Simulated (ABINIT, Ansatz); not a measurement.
# YSF (P4/nmm): bands and cutoff in G0W0 with ABINIT, part 2 of 2

What does each rung of G0W0 on YSF (P4/nmm) cost, and what does it buy?

ABINIT 10.8.3; LDA and many-body steps on it, plane waves. Known limits of the many-body steps: not at the basis limit; no spin-orbit coupling; coarse k mesh.

So far. Step 3 (Screening, 4×4×2 mesh, 60 bands, screening to 76.2 eV): Local fields lower ε∞ by 14 %. On a Γ-centred mesh this coarse the value itself is usually too large, while a short band sum pulls it down. Step 4 (60 bands, 76.2 eV): The gap on the mesh goes from 1.17 eV to 2.87 eV, a correction of +1.70 eV.

### Step 6. 142 bands, 141.5 eV

This step: G0W0 on LDA, plane waves, norm-conserving pseudopotentials.

File run.abi:

```
acell 3*1.0 Angstrom
rprim 
  3.772985040000 0.000000000000 0.000000000000
  0.000000000000 3.772985040000 0.000000000000
  0.000000000000 0.000000000000 6.826667120000
ntypat 3
znucl 39 16 9
natom 6
typat 1 1 2 2 3 3
xred 
  0.000000000000 0.500000000000 0.227228020000
  0.500000000000 0.000000000000 0.772771980000
  0.000000000000 0.500000000000 0.645567190000
  0.500000000000 0.000000000000 0.354432810000
  0.000000000000 0.000000000000 0.000000000000
  0.500000000000 0.500000000000 0.000000000000
pp_dirpath "pseudos"
pseudos "Y.upf, S.upf, F.upf"
ecut 36
ngkpt 4 4 2
nshiftk 1
shiftk 0 0 0
kptopt 1
chksymbreak 0
istwfk *1
occopt 1
irdwfk 1
optdriver 4
nband 142
gwcalctyp 0
ecutsigx 36
symsigma 1
nkptgw 1
kptgw 
  0.0000000000 0.0000000000 0.0000000000
bdgw 
  23 26
ecuteps 5.2
irdscr 1
ppmodel 1
indata_prefix "in"
outdata_prefix "out"
tmpdata_prefix "tmp"
```

Run with:

```bash
$ OMP_NUM_THREADS=1 mpirun -n 8 abinit run.abi > log
```

Numbers of over 12 decimals in the logs are rounded to 6 here.

The program printed:

```text
.Version 10.8.3 of ABINIT. v10.8.2 released Aug 2026.

 Symmetries : space group P4/n m m (#129); Bravais tP (primitive tetrag.)
[... echo of the input left out ...]
== DATASET  1 ==================================================================
-   mpi_nproc: 8, omp_nthreads: 1 (-1 if OMP is not activated)

--- !DatasetInfo
iteration_state: {dtset: 1, }
dimensions: {natom: 6, nkpt: 12, mband: 142, nsppol: 1, nspinor: 1, nspden: 1, mpw: 6802, }
cutoff_energies: {ecut:  36.0, pawecutdg:  -1.0, }
electrons: {nelect:   4.80000000E+01, charge:   0.00000000E+00, occopt:   1.00000000E+00, tsmear:   1.00000000E-02, }

 SIGMA: Calculation of the GW corrections

 Based on a program developped by R.W. Godby, V. Olevano, G. Onida, and L. Reining.
 Incorporated in ABINIT by V. Olevano, G.-M. Rignanese, and M. Torrent.
.Using double precision arithmetic ; gwpc =  8

[... cell and pseudopotentials left out ...]
--------------------------------------------------------------------------------

 ==== K-mesh for the wavefunctions ====
 Number of points in the irreducible wedge :    12
[... list of points left out ...]
 Together with 16 symmetry operations and time-reversal symmetry
 yields    32 points in the full Brillouin Zone.

 ==== Q-mesh for screening function ====
 Number of points in the irreducible wedge :    12
[... list of points left out ...]
 Together with 16 symmetry operations and time-reversal symmetry
 yields    32 points in the full Brillouin Zone.

 vcoul_init : cutoff-mode = AUXILIARY_FUNCTION
 q-points for optical limit:   1
     1)      0.000010    0.000020    0.000030
 setmesh: FFT mesh size selected  =    40x   40x   72
          total number of points  =       115200

 Number of electrons calculated from density =   48.0000; Expected =   48.0000
[...]
number of k-points in IBZ                          12
 number of q-points in IBZ                          12
 number of symmetry operations                      16
 number of k-points in BZ                           32
 number of q-points in BZ                           32
 number of frequencies for dSigma/dE                 9
 frequency step for dSigma/dE [eV]                0.25
 number of omega for Sigma on real axis              0
 max omega for Sigma on real axis  [eV]           0.00
 zcut for avoiding poles [eV]                     0.10

 EPSILON^-1 parameters (SCR file):
 dimension of the eps^-1 matrix on file            393
 dimension of the eps^-1 matrix used               393
 number of plane-waves for wavefunctions          6783
 number of bands                                   142
 number of q-points in IBZ                          12
 number of frequencies                               2
 number of real frequencies                          1
 number of imag frequencies                          1

 matrix elements of self-energy operator (all in [eV])

 Perturbative Calculation

--- !SelfEnergy_ee
iteration_state: {dtset: 1, }
kpoint     : [   0.000,    0.000,    0.000, ]
spin       : 1
KS_gap     :    1.172
QP_gap     :    2.896
Delta_QP_KS:    1.723
data: !SigmaeeData |
     Band     E0 <VxcDFT>   SigX SigC(E0)      Z dSigC/dE  Sig(E)    E-E0       E
       23   6.840 -13.583 -16.361   1.906   0.800  -0.250 -14.281  -0.698   6.142
       24   6.840 -13.583 -16.361   1.906   0.800  -0.250 -14.281  -0.698   6.142
       25   8.012 -11.644  -6.693  -3.709   0.826  -0.211 -10.618   1.026   9.038
       26   9.761 -14.045  -8.822  -3.710   0.794  -0.259 -12.843   1.202  10.963

== END DATASET(S) ==============================================================
================================================================================

 -outvars: echo values of variables after computation  --------
           etotal      0.0000000000E+00
            nband         142
             nkpt          12
          spgroup         129
 [... the other variables as echoed above ...]

 Calculation completed.
```

The job ended after 11 s (8 MPI ranks of Arm Neoverse V1, shared host; peak memory 2.8 GiB).

This step gave:

```yaml
g0w0_gap_on_the_points_computed: 2.896 eV
starting_gap_on_the_mesh: 1.172 eV
k_of_the_valence_top: 0, 0, 0
k_of_the_conduction_bottom: 0, 0, 0
z_at_the_valence_top: 0.8
z_at_the_conduction_bottom: 0.826
least_direct_g0w0_gap_on_the_computed_points: 2.896 eV
```

Against G0W0 in ABINIT (4×4×2 mesh, 60 bands, screening to 76.2 eV, Godby-Needs plasmon pole), the gap moves by +0.026 eV.

### Step 7. Screening, 4×4×2 mesh, 314 bands, screening to 217.7 eV

This step: RPA screening on LDA, plane waves, norm-conserving pseudopotentials.

Edit run.abi of step 6 so:

```diff
@@ -27,15 +27,8 @@
 irdwfk 1
-optdriver 4
-nband 142
-gwcalctyp 0
-ecutsigx 36
-symsigma 1
-nkptgw 1
-kptgw 
-  0.0000000000 0.0000000000 0.0000000000
-bdgw 
-  23 26
-ecuteps 5.2
-irdscr 1
-ppmodel 1
+optdriver 3
+nband 314
+ecuteps 8
+inclvkb 2
+awtr 1
+symchi 1
 indata_prefix "in"
```

The program printed:

```text
.Version 10.8.3 of ABINIT. v10.8.2 released Aug 2026.

 Symmetries : space group P4/n m m (#129); Bravais tP (primitive tetrag.)
[... echo of the input left out ...]
== DATASET  1 ==================================================================
-   mpi_nproc: 8, omp_nthreads: 1 (-1 if OMP is not activated)

--- !DatasetInfo
iteration_state: {dtset: 1, }
dimensions: {natom: 6, nkpt: 12, mband: 314, nsppol: 1, nspinor: 1, nspden: 1, mpw: 6802, }
cutoff_energies: {ecut:  36.0, pawecutdg:  -1.0, }
[...]
--------------------------------------------------------------------------------
[... chi0 elements left out ...]
 For q-point:  0.000010 0.000020 0.000030
  dielectric constant =   6.0547
  dielectric constant without local fields =   7.0107

  Average fulfillment of the sum rule on Im[epsilon] for q-point    1 :     82.34  [%]
[... wings left out ...]
  q-point number  2        q = ( 0.250000, 0.000000, 0.000000) [r.l.u.]
--------------------------------------------------------------------------------
[... chi0 elements left out ...]
  Average fulfillment of the sum rule on Im[epsilon] for q-point    2 :     85.88  [%]

 [... 10 further q-points ...]
```

The job ended after 8.5 min (8 MPI ranks; peak memory 6 GiB).

Numbers from this step:

| Quantity | Value |
| --- | --- |
| ε∞ with local fields, on this mesh, along the program's q direction | 6.055 |
| the same without local fields | 7.011 |
| plasma frequency | 26.10 eV |
| plane waves in the screening matrix | 717 |

### Step 8. 314 bands, 217.7 eV

This step: G0W0 on LDA, plane waves, norm-conserving pseudopotentials.

Edit run.abi of step 7 so:

```diff
@@ -27,8 +27,15 @@
 irdwfk 1
-optdriver 3
+optdriver 4
 nband 314
+gwcalctyp 0
+ecutsigx 36
+symsigma 1
+nkptgw 1
+kptgw 
+  0.0000000000 0.0000000000 0.0000000000
+bdgw 
+  23 26
 ecuteps 8
-inclvkb 2
-awtr 1
-symchi 1
+irdscr 1
+ppmodel 1
 indata_prefix "in"
```

The program printed:

```text
.Version 10.8.3 of ABINIT. v10.8.2 released Aug 2026.

 Symmetries : space group P4/n m m (#129); Bravais tP (primitive tetrag.)
[... echo of the input left out ...]
== DATASET  1 ==================================================================
-   mpi_nproc: 8, omp_nthreads: 1 (-1 if OMP is not activated)

--- !DatasetInfo
iteration_state: {dtset: 1, }
dimensions: {natom: 6, nkpt: 12, mband: 314, nsppol: 1, nspinor: 1, nspden: 1, mpw: 6802, }
cutoff_energies: {ecut:  36.0, pawecutdg:  -1.0, }
[...]
24   6.840 -13.583 -16.361   1.493   0.796  -0.256 -14.607  -1.023   5.817
       25   8.012 -11.644  -6.693  -4.006   0.824  -0.213 -10.865   0.779   8.791
       26   9.761 -14.045  -8.822  -4.054   0.811  -0.233 -13.097   0.948  10.709

== END DATASET(S) ==============================================================
================================================================================

 -outvars: echo values of variables after computation  --------
           etotal      0.0000000000E+00
            nband         314
             nkpt          12
          spgroup         129
 [... the other variables as echoed above ...]

 Calculation completed.
```

Run time: 50 s. Hardware: 8 MPI ranks; peak memory 6.9 GiB; 6.7 min of CPU time.

Numbers from this step:

```yaml
g0w0_gap_on_the_points_computed: 2.974 eV
starting_gap_on_the_mesh: 1.172 eV
k_of_the_valence_top: 0, 0, 0
k_of_the_conduction_bottom: 0, 0, 0
least_direct_g0w0_gap_on_the_computed_points: 2.974 eV
```

Against G0W0 in ABINIT (4×4×2 mesh, 142 bands, screening to 141.5 eV, Godby-Needs plasmon pole), the gap moves by +0.078 eV.

### Step 9. The runs together

Times are wall times on 8 MPI ranks of Arm Neoverse V1, shared host, good to a factor of about two. A run's time includes the screening step that it read.

```tsv
run	mesh	bands	screening cutoff (eV)	DFT gap (eV)	gap on the mesh (eV)	direct (eV)	ε∞ used	time
60 bands, 76.2 eV	4×4×2	60	76.2	1.172	2.870	2.870	5.99	34 s
142 bands, 141.5 eV	4×4×2	142	141.5	1.172	2.896	2.896	6.05	2.1 min
314 bands, 217.7 eV	4×4×2	314	217.7	1.172	2.974	2.974	6.05	9.3 min
```

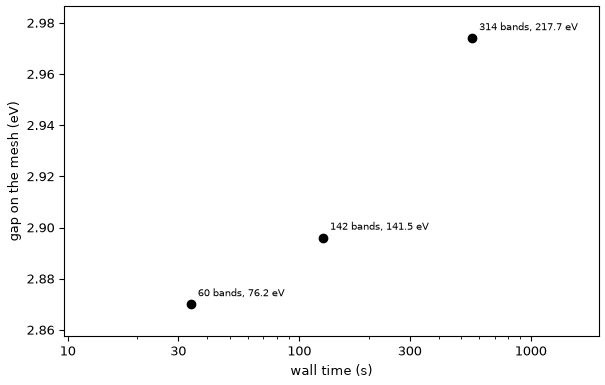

Result against wall time.

### Step 10. Results

```
60 bands, 76.2 eV   : 2.870 eV
142 bands, 141.5 eV : 2.896 eV
314 bands, 217.7 eV : 2.974 eV
known limits        : not at the basis limit; no spin-orbit coupling; coarse k mesh
```

**Reading.** From the first rung to the last the gap moves by +0.10 eV for 16 times the time. The steps are not yet shrinking, so no limit is drawn. In the G0W0 runs levels were corrected at 1 k point alone, so a gap called «on the mesh» is the least over those, and an edge elsewhere would be missed. The 4×4×2 mesh is coarse for this cell, which bears on the long-range parts of exchange and screening. The many-body steps are scalar-relativistic: spin-orbit coupling is not in them.

[Paths, hosts, dates, memory and timing lines, banners, echoed tables and standing remarks are left out of the program output.]

[Logs are printed without paths, hosts, clocks, repeated set-up lines and the standing remarks that a program may print on its own settings, such as how far it seeks lower states.]

[Runs of the session that timed out or met a known fault of the program may be left out.]

[Hosts, paths, dates, database ids (printed as entryN), source tags and the programs' standing remarks are cut or masked in the printed files.]

[G0W0 gaps are taken among the corrected bands and points alone; a level outside them can change the order at an edge.]

[Where Ansatz stands beside ABINIT at settings called matched, ABINIT's density can come from a denser mesh and the files from another edition; pairs whose starting gaps differed by over 0.03 eV were left out, so agreement reads better than it is.]
